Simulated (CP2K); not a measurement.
Consider pyrazine at its PBE geometry (Å).

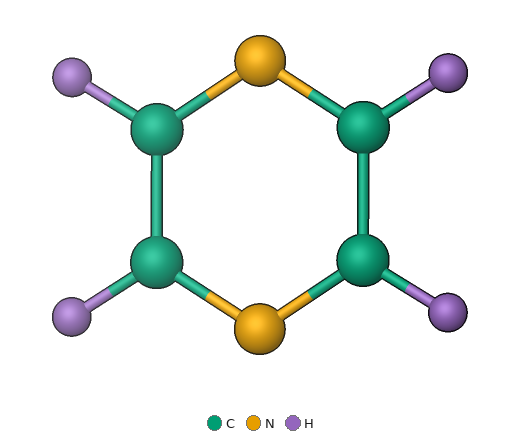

The molecule (carbon teal, nitrogen orange, hydrogen purple).

```xyz
10

C     1.1064   -0.7467    0.0406
C     1.1654    0.6503    0.0178
N     0.0595    1.4113   -0.0255
C    -1.1064    0.7467   -0.0406
C    -1.1654   -0.6503   -0.0178
N    -0.0595   -1.4113    0.0255
H     2.0170   -1.3502    0.0705
H     2.1263    1.1705    0.0353
H    -2.0170    1.3502   -0.0705
H    -2.1263   -1.1705   -0.0353
```

Method: CP2K XAS_TDP, all-electron GAPW, PBEh(45%), aug-cc-pVDZ, TDA, GW2X-corrected core level, no relativity.

**Question.** Where do the N K-edge lines lie, and how strong are they?

Leading lines: N3 399.48 eV. The leading line of an atom is its first one with 35 % of the strongest within 2.5 eV of its lowest line over the strength cut. Core ionisation energies at this level: N3 406.23 eV.

The first six lines of each atom with a strength over 0.0015:

```csv
atom,energy (eV),states,"strength, one atom",above the computed threshold
"N3 (bonded to 2 C), 2 alike",399.48,1,0.0533,
,405.62,1,0.0019,
,406.55,1,0.0064,yes
,407.41,1,0.0049,yes
,407.42,1,0.0021,yes
,407.71,1,0.0028,yes
```

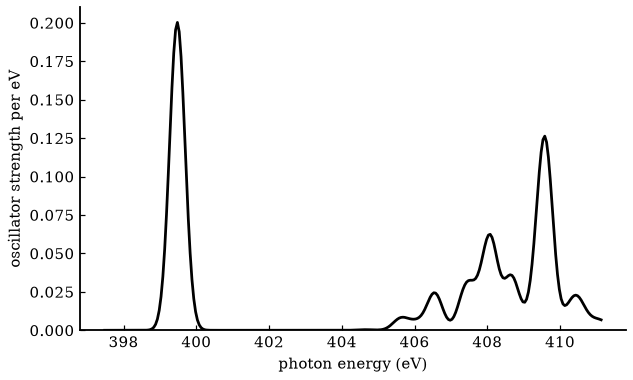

All atoms added, broadened by 0.5 eV.

Lines are vertical, at one geometry, with no vibrational structure. GW2X ionisation energies and lines can be off by 1 to 2 eV either way, and a good line position may hide errors that cancel. These values hold no scalar relativity, about 0.2 eV for N 1s. Rydberg lines, and the discretised continuum above threshold, depend on the basis and the box.

[Banner, clock and machine lines of the logs are left out without a mark of their own.]

[Logs are printed without paths, hosts, clocks, repeated set-up lines and the standing remarks that a program may print on its own settings, such as how far it seeks lower states.]

[Hosts, paths, dates, database ids (printed as entryN), source tags and the programs' standing remarks are cut or masked in the printed files.]
